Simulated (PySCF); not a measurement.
## Electronic structure of C$_{5}$H$_{12}$ClSi (SMILES C[SiH2][C@H](C)[CH]CCl) (doublet) in real space

```yaml
atoms:
  - { symbol: C, position_ang: [2.0075, 1.3936, -0.1273] }
  - { symbol: Si, position_ang: [1.4044, -0.3770, 0.1638] }
  - { symbol: C, position_ang: [-0.4812, -0.3140, 0.7183] }
  - { symbol: C, position_ang: [-0.7604, -1.4422, 1.7053] }
  - { symbol: C, position_ang: [-1.3369, -0.3901, -0.4589] }
  - { symbol: C, position_ang: [-1.6721, 0.7274, -1.2639] }
  - { symbol: Cl, position_ang: [-0.3819, 0.9327, -2.7404] }
  - { symbol: H, position_ang: [1.8597, 2.0199, 0.7490] }
  - { symbol: H, position_ang: [1.4888, 1.8552, -0.9615] }
  - { symbol: H, position_ang: [3.0682, 1.3966, -0.3589] }
  - { symbol: H, position_ang: [2.1324, -0.9779, 1.2923] }
  - { symbol: H, position_ang: [1.5220, -1.2379, -1.0112] }
  - { symbol: H, position_ang: [-0.6141, 0.6511, 1.2157] }
  - { symbol: H, position_ang: [-0.1064, -1.3725, 2.5705] }
  - { symbol: H, position_ang: [-1.7920, -1.3940, 2.0517] }
  - { symbol: H, position_ang: [-0.6048, -2.4108, 1.2364] }
  - { symbol: H, position_ang: [-1.5830, -1.3749, -0.8273] }
  - { symbol: H, position_ang: [-2.5802, 0.6286, -1.8478] }
  - { symbol: H, position_ang: [-1.5799, 1.6955, -0.7836] }
```

Geometry: GFN2-xTB.

These are results of UKS B3LYP, pcH-1 on C Cl H Si, non-relativistic, mean-field spin-orbit, GIAO in PySCF 2.14.0, density-fitted response routines, not measurements.

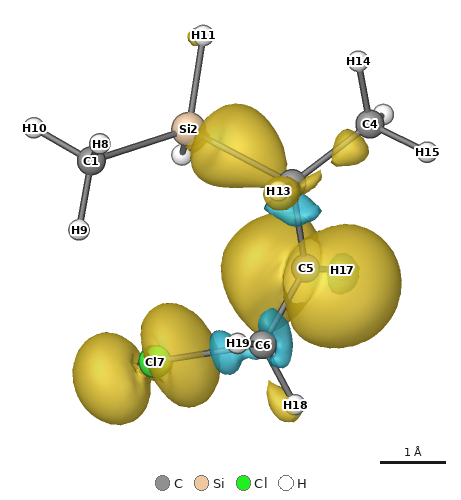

Figure 1. Isosurfaces of the spin density (α minus β) at +0.02 (yellow) and −0.02 e/Å³ (cyan), seen across its widest extent.

Where is the unpaired spin?

Answer. The unpaired spin (1 electron) lies mostly on C5 (about 0.5) and Cl7 (about 0.2), in electrons by Hirshfeld's partition.

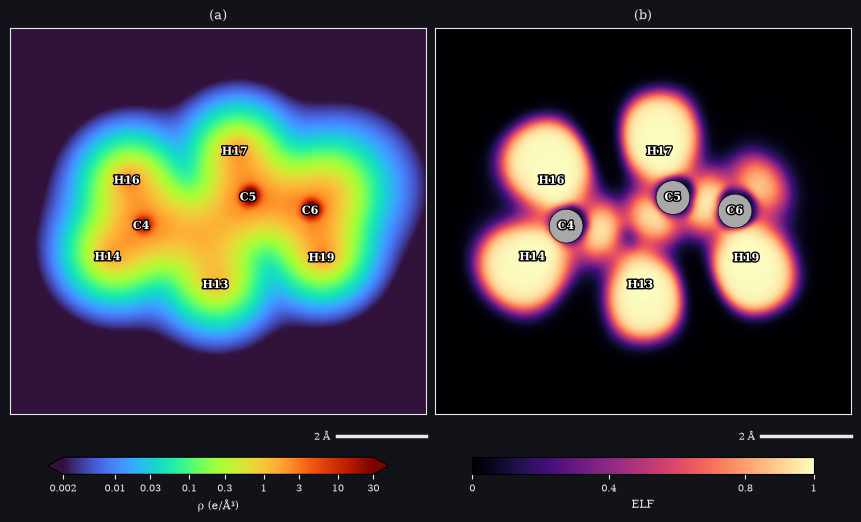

Figure 2. (a) electron density; (b) electron localisation function on the plane of atoms C5, C6 and H19. Grey discs cover the atomic cores in the ELF map.

Interpret the plot.

Answer.
- The section cuts through C and H sites.
- C–C (1.42 Å): ρ is about 2 e/Å³ halfway; the ELF peaks at about 0.95 between the atoms (a covalent bond).
- C–H (1.08 Å): the density is about 2 e/Å³ at the midpoint; the ELF climbs to about 1 towards the hydrogen, as it does in any bond to H (an ordinary covalent bond to hydrogen).

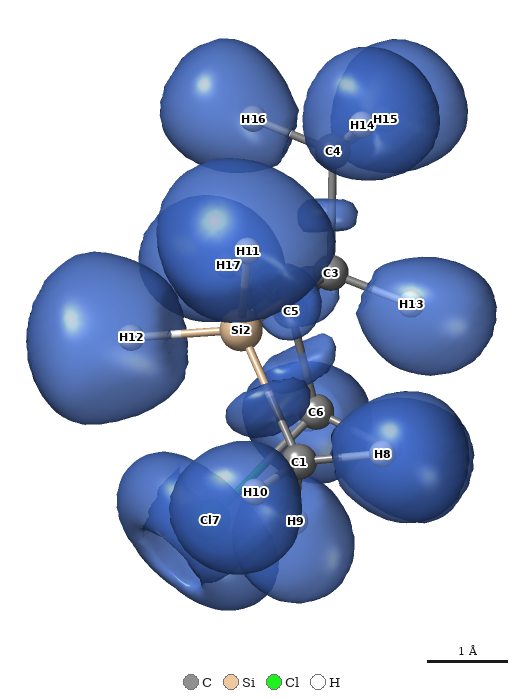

Figure 3. Isosurface of the ELF at 0.85 (blue), seen at an oblique angle. Core shells and regions of very low density are left out.

Describe the localisation domains.

Answer. The surface consists of three regions between bonded C–C atoms (shared pairs), two regions between bonded C–Si atoms (shared pairs), twelve regions around hydrogen nuclei and one ring or bowl of non-bonding electrons around Cl. Profiles from the grid: C–Si (1.89 Å): the ELF peaks at about 0.95 between the atoms; a covalent bond.

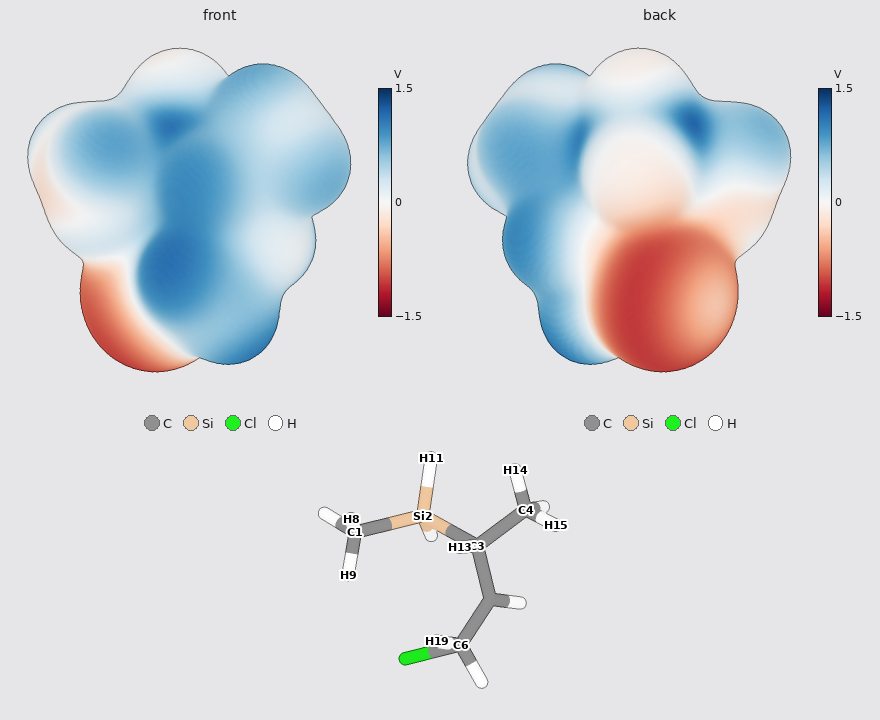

Figure 4. The electrostatic potential painted on the density surface at 0.002 e/bohr³, seen from the front and from behind; red is negative and blue positive. The bare structure is drawn below in the same view.

Where is the surface potential most negative and most positive?

Answer. The most negative region (about −1.1 V, or −25 kcal/mol for a unit charge) lies over Cl7, the most positive (about +1.1 V, or +25 kcal/mol for a unit charge) over Si2, H18 and H19.
